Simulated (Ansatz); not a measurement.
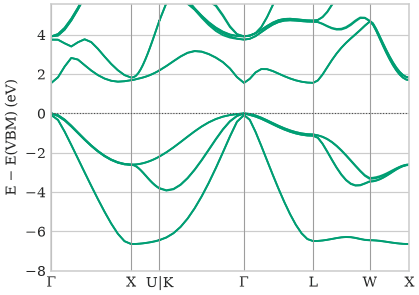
Figure. Band structure from plane-wave PAW PBE with spin–orbit coupling (Ansatz code)

Task: Read off the gap and where the band edges lie.

Result: About 1.6 eV (1.55 eV by a search for the band edges); maximum at Γ, minimum at Γ.

The material is GaP (zinc blende, space group No. 216).

Space group F-43m (zinc blende). Symmetry was held in the PBE relaxation; phonons on a q-mesh show no instability.

Potentials: the later of the program's two PAW sets.
